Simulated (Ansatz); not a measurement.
Input

```
crystal:
  periodic: [false, false, false]
  atoms:
    - {symbol: O, position_ang: [-1.367947, 0.648065, -0.693241]}
    - {symbol: C, position_ang: [-0.010981, 0.480019, -0.312437]}
    - {symbol: Si, position_ang: [0.216513, -0.920430, 0.959236]}
    - {symbol: S, position_ang: [0.977921, 0.058242, -1.747530]}
    - {symbol: H, position_ang: [-1.887942, 0.800205, 0.103152]}
    - {symbol: H, position_ang: [0.394671, 1.410040, 0.105164]}
    - {symbol: H, position_ang: [1.544695, -0.821305, 1.614932]}
    - {symbol: H, position_ang: [0.058014, -2.238751, 0.297197]}
    - {symbol: H, position_ang: [-0.853785, -0.749045, 1.981517]}
    - {symbol: H, position_ang: [1.012042, 1.281761, -2.305090]}
basis:
  gaussian: {orbitals: def2-TZVPP}
hamiltonian: {xc: pbe0, dispersion: d4}
output: {orbitals: {seedname: orbitals}}
```

Command:

```sh
ansatz run in.yaml --threads 2 --pin off --events-out ev --progress --plain --max-ram 4352MiB
```

Geometry: PBE0-D4/def2-TZVP.

Computed with RKS PBE0-D4/def2-TZVPP in Ansatz 0.2.0.

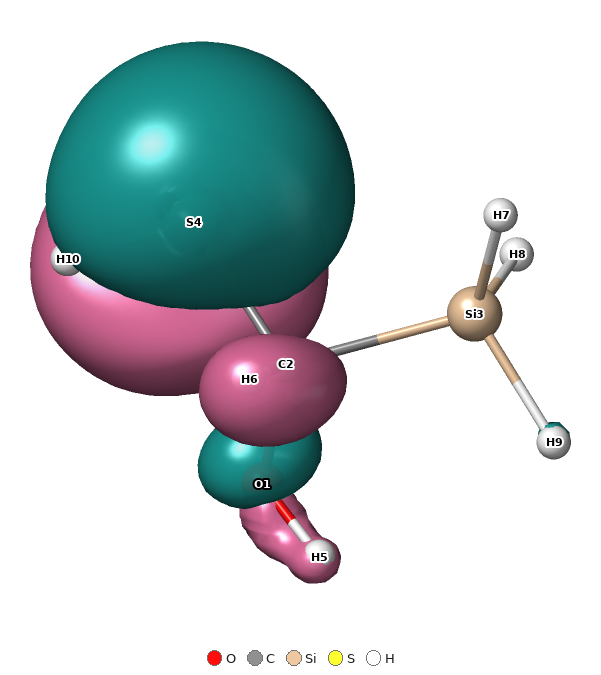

CH$_{6}$OSSi (SMILES OC([SiH3])S). The HOMO at ±0.08 Å⁻³ᐟ² (teal and pink are the two phases), seen across its widest extent.

What is the character of this orbital?

Answer. By Hirshfeld shares it lies mainly on S4 (about 85 %); largely a lone pair of S4. Its energy is −7.27 eV.
